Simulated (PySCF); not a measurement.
# InCl (SMILES [Cl][In]) at PBE0/STO-3G

What is the vertical singlet–triplet gap of InCl at PBE0/STO-3G? Input form: a Python script.

The results are computed with PySCF 2.14.0.

7 further runs of the same task are left out: 7 set aside as unsound or not needed.

**1. The molecule**

The species is InCl (2 atoms), meant as a singlet with charge 0. As SMILES, `[Cl][In]`. The coordinates come from a PBE0-D4/def2-TZVP relaxation.

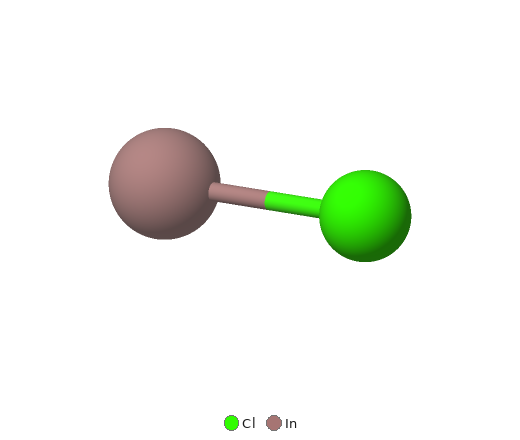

Viewed from a chosen angle; chlorine green, indium brown.

**2. The energy at PBE0/STO-3G**

The input, input.py:

```python
from pyscf import gto, dft

mol = gto.Mole()
mol.atom = '''
Cl   0.000000   0.000000  -0.013930
In   0.000000   0.000000   2.399590
'''
mol.verbose = 4
mol.basis = 'sto-3g'
mol.charge = 0
mol.spin = 0
mol.max_memory = 1860
mol.build()

calc0 = dft.RKS(mol)
calc0.xc = 'pbe0'
calc0.conv_tol = 1e-10
calc0.grids.level = 5
calc0.kernel()
if not calc0.converged:
    calc0 = calc0.newton().run(calc0.mo_coeff, calc0.mo_occ)

e_final = calc0.e_tot
print('E = %.10f Eh' % e_final)
```

Launch:

```bash
$ OMP_NUM_THREADS=1 python input.py
```

The log of the run:

```text
PySCF version 2.14.0

[INPUT] num. atoms = 2
[INPUT] num. electrons = 66
[INPUT] charge = 0
[INPUT] spin (= nelec alpha-beta = 2S) = 0
[INPUT] symmetry False subgroup None
[INPUT] Mole.unit = angstrom
[INPUT] Symbol           X                Y                Z      unit          X                Y                Z       unit  Magmom
[INPUT]  1 Cl     0.000000000000   0.000000000000  -0.013930000000 AA    0.000000000000   0.000000000000  -0.026323884915 Bohr   0.0
[INPUT]  2 In     0.000000000000   0.000000000000   2.399590000000 AA    0.000000000000   0.000000000000   4.534567911245 Bohr   0.0

nuclear repulsion = 182.639719868226
number of shells = 16
number of NR pGTOs = 108
number of NR cGTOs = 36
basis = sto-3g
ecp = {}

******** <class 'pyscf.dft.rks.RKS'> ********
method = RKS
initial guess = minao
damping factor = 0
level_shift factor = 0
DIIS = <class 'pyscf.scf.diis.CDIIS'>
diis_start_cycle = 1
diis_space = 8
diis_damp = 0
SCF conv_tol = 1e-10
SCF conv_tol_grad = None
SCF max_cycles = 50
direct_scf = True
direct_scf_tol = 1e-13
XC library pyscf.dft.libxc version 7.0.0
    S. Lehtola, C. Steigemann, M. J.T. Oliveira, and M. A.L. Marques.,  SoftwareX 7, 1–5 (2018)
XC functionals = pbe0
radial grids:
    Treutler-Ahlrichs [JCP 102, 346 (1995); DOI:10.1063/1.469408] (M4) radial grids

becke partition: Becke, JCP 88, 2547 (1988); DOI:10.1063/1.454033
pruning grids: <function nwchem_prune>
grids dens level: 5
symmetrized grids: False
atomic radii adjust function: <function treutler_atomic_radii_adjust>
small_rho_cutoff = 0
Set gradient conv threshold to 1e-05
Initial guess from minao.
tot grids = 90376
init E= -6124.36624557228
  HOMO = -0.549824614272152  LUMO = -0.35903750499753  gap/eV = 5.19158
cycle= 1 E= -6139.65751474187  delta_E= -15.3  |g|= 0.244  |ddm|= 1.54
  HOMO = -0.131184106667353  LUMO = 0.0648079259533397  gap/eV = 5.33321
cycle= 2 E= -6139.6721845866  delta_E= -0.0147  |g|= 0.0555  |ddm|= 0.543
  HOMO = -0.129099832036854  LUMO = 0.0727129796221493  gap/eV = 5.49161
cycle= 3 E= -6139.67354219209  delta_E= -0.00136  |g|= 0.0344  |ddm|= 0.283
  HOMO = -0.133720090426166  LUMO = 0.0671193600536942  gap/eV = 5.46512
cycle= 4 E= -6139.67448449557  delta_E= -0.000942  |g|= 0.00081  |ddm|= 0.114
  HOMO = -0.133852460167742  LUMO = 0.0671162870808285  gap/eV = 5.46864
cycle= 5 E= -6139.67448531728  delta_E= -8.22e-07  |g|= 8.83e-05  |ddm|= 0.00441
  HOMO = -0.133860202952226  LUMO = 0.067096209155535  gap/eV = 5.46830
cycle= 6 E= -6139.67448532926  delta_E= -1.2e-08  |g|= 1.06e-05  |ddm|= 0.000509
  HOMO = -0.133859300587018  LUMO = 0.0670985251390766  gap/eV = 5.46834
cycle= 7 E= -6139.67448532946  delta_E= -1.99e-10  |g|= 3.09e-07  |ddm|= 7.68e-05
  HOMO = -0.13385927242533  LUMO = 0.0670984479567718  gap/eV = 5.46834
cycle= 8 E= -6139.67448532946  delta_E= -9.09e-13  |g|= 4.61e-08  |ddm|= 1.72e-06
  HOMO = -0.133859275014814  LUMO = 0.0670984654635425  gap/eV = 5.46834
Extra cycle  E= -6139.67448532947  delta_E= -8.19e-12  |g|= 2.73e-08  |ddm|= 2.05e-07
converged SCF energy = -6139.67448532947
E = -6139.6744853295 Eh
```

It took 2.6 s on 1 thread of Arm Neoverse V1, shared host; peak memory 0.24 GiB.

**3. The triplet, same level**

The input, input.py:

```python
from pyscf import gto, dft

mol = gto.Mole()
mol.atom = '''
Cl     0.000000     0.000000    -0.026324
In     0.000000     0.000000     4.534568
'''
mol.basis = 'sto-3g'
mol.max_memory = 1860
mol.verbose = 3
mol.unit = 'bohr'
mol.spin = 2
mol.build()

mf = dft.UKS(mol)
mf.xc = 'pbe0'
mf.conv_tol = 1e-10
mf.grids.level = 5
mf.kernel()
if not mf.converged:
    mf = mf.newton().run(mf.mo_coeff, mf.mo_occ)

energy = mf.e_tot
print('E = %.10f Eh' % energy)
```

Launch:

```bash
$ OMP_NUM_THREADS=1 python input.py
```

The log of the run:

```text
WARN: HOMO -0.359037507978014 >= LUMO -0.54982461820253

WARN: HOMO -0.0138868171437161 >= LUMO -0.0437442947676355

WARN: HOMO -0.0266063916908478 >= LUMO -0.047453135384815

WARN: HOMO -0.024798471965586 >= LUMO -0.0453286299354916

WARN: HOMO -0.0263644631890328 >= LUMO -0.0459791949160915

WARN: HOMO -0.0264847149588308 >= LUMO -0.0461565794993689

WARN: HOMO -0.0264838653519431 >= LUMO -0.0461557446933716

WARN: HOMO -0.0264854890853904 >= LUMO -0.0461619741776894

WARN: HOMO -0.0264854284246522 >= LUMO -0.046161154027873

WARN: HOMO -0.0264854563867624 >= LUMO -0.0461612213219141

converged SCF energy = -6139.56524582778  <S^2> = 2.0013448  2S+1 = 3.0008964
E = -6139.5652458278 Eh
```

Run time: 4.5 s. Hardware: 1 thread of Arm Neoverse V1, shared host; peak memory 0.24 GiB.

**4. Summary of results**

Level: PBE0/STO-3G.

```
                                        quantity           value
                           singlet: total energy  -6139.67449 Eh
                          singlet: dipole moment          3.26 D
                            singlet: HOMO energy        -3.64 eV
                            singlet: LUMO energy         1.83 eV
                          singlet: HOMO–LUMO gap         5.47 eV
                           triplet: total energy  -6139.56525 Eh
                          triplet: dipole moment          4.31 D
     triplet: HOMO energy (highest over α and β)        -0.72 eV
                                   triplet: ⟨S²⟩           2.001
vertical energy of the triplet above the singlet        2.973 eV
```

**Reading.** At this shape the triplet lies 2.97 eV (69 kcal/mol) above the singlet. In a minimal basis such a difference can be off by several eV, whatever the method. Relativity is left out (singlet) although the molecule holds a heavy atom. Relativity is left out (triplet) although the molecule holds a heavy atom.
